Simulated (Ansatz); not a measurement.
```csv
atom,x (Å),y (Å),z (Å)
C,-0.5112,0.6049,-0.5176
C,-1.9229,0.0783,-0.5852
C,-3.0280,0.8456,-0.9037
C,-3.4349,-1.5097,-0.4264
F,0.2974,-0.0320,-1.3916
F,-0.4820,1.9278,-0.8141
F,0.0184,0.4461,0.7143
N,-2.1601,-1.2450,-0.3181
S,-4.4418,-0.1420,-0.8674
H,-3.0679,1.9124,-1.1495
H,-3.8832,-2.5008,-0.2621
```

Geometry: PBE-D3(BJ)/def2-SVP.

The calculation used isolated molecule in a Gaussian basis; Kohn-Sham density functional theory, functional PBE0 in Ansatz.

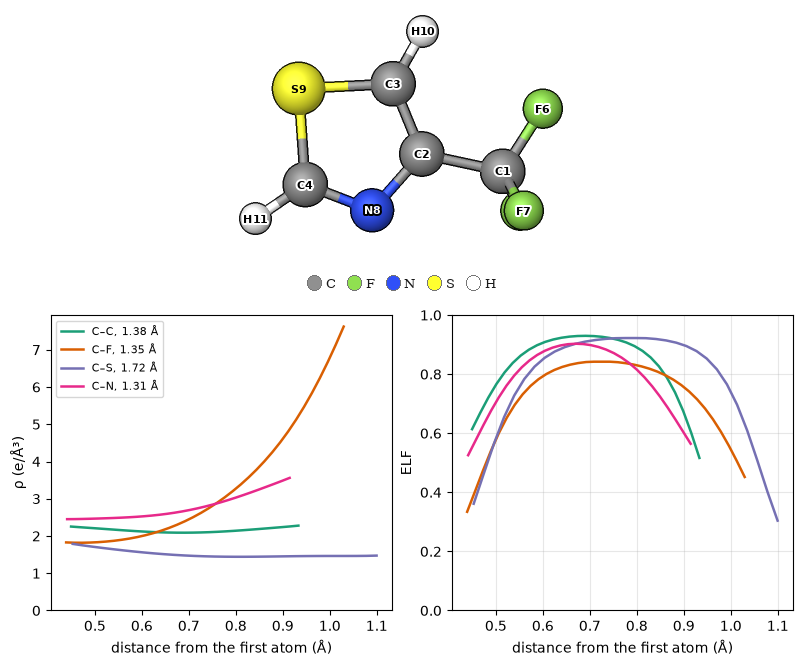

C4H2F3NS (SMILES FC(F)(F)c1cscn1). Total electron density and ELF along straight lines between neighbouring atoms. The curves leave out the atomic cores. The structure is drawn too.

Compare the contacts.

Answer. C–C (1.38 Å): ρ at the midpoint is about 2.1 e/Å³; the ELF peaks at about 0.95 between the atoms (localised, covalent bonding).
C–F (1.35 Å): the density is about 2.3 e/Å³ at the midpoint, with its minimum of 1.8 e/Å³ about 0.5 Å from C; the ELF peaks at about 0.85 between the atoms: a polar covalent bond.
C–S (1.72 Å): the density is about 1.4 e/Å³ at the midpoint; the ELF peaks at about 0.90 between the atoms (a covalent bond).
C–N (1.31 Å): ρ is about 2.6 e/Å³ halfway; the ELF peaks at about 0.90 between the atoms; a covalent bond.
